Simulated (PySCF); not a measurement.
```yaml
atoms:
  - { symbol: C, position_ang: [3.7167, -1.1284, 0.7082] }
  - { symbol: C, position_ang: [2.5210, -0.3192, 0.5564] }
  - { symbol: C, position_ang: [1.5167, 0.3595, 0.4227] }
  - { symbol: P, position_ang: [0.0695, 1.3746, 0.3789] }
  - { symbol: C, position_ang: [0.2697, 2.2292, -1.2640] }
  - { symbol: Si, position_ang: [-1.3759, -0.2776, -0.2160] }
  - { symbol: C, position_ang: [-1.3905, -1.5499, 1.1634] }
  - { symbol: C, position_ang: [-3.0731, 0.4942, -0.4765] }
  - { symbol: H, position_ang: [4.4433, -0.6530, 1.3863] }
  - { symbol: H, position_ang: [4.2141, -1.2901, -0.2614] }
  - { symbol: H, position_ang: [3.4700, -2.1185, 1.1237] }
  - { symbol: H, position_ang: [0.4802, 1.5330, -2.0886] }
  - { symbol: H, position_ang: [1.0892, 2.9587, -1.1894] }
  - { symbol: H, position_ang: [-0.6576, 2.7819, -1.4798] }
  - { symbol: H, position_ang: [-0.9065, -0.9030, -1.4965] }
  - { symbol: H, position_ang: [-2.0719, -2.3822, 0.9269] }
  - { symbol: H, position_ang: [-1.7177, -1.0931, 2.1102] }
  - { symbol: H, position_ang: [-0.3794, -1.9591, 1.3106] }
  - { symbol: H, position_ang: [-3.0614, 1.2150, -1.3088] }
  - { symbol: H, position_ang: [-3.8219, -0.2787, -0.7117] }
  - { symbol: H, position_ang: [-3.4009, 1.0236, 0.4317] }
```

Geometry: PBE0-D3(BJ)/def2-SVP.

Method: PBE0/pcSseg-1, SCF density, gas phase, non-relativistic (PySCF).

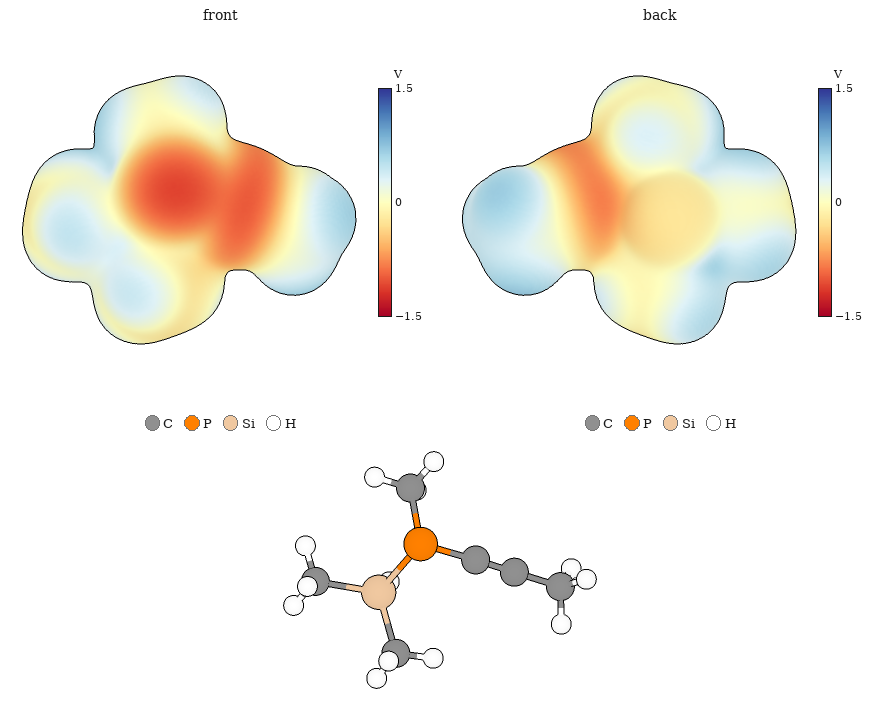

C₆H₁₃PSi (SMILES CC#CP(C)[SiH](C)C). The molecular electrostatic potential painted on the density surface at 0.001 e/bohr³, seen from the front and from behind; the colour scale runs from red (negative) to blue (positive). The bare structure is drawn below in the same view.

Question: Where is the surface potential most negative and most positive?

Answer: The most negative region (about −1.1 V) lies over P4, the most positive (about +0.7 V) over H9, H10, H11 and H14.
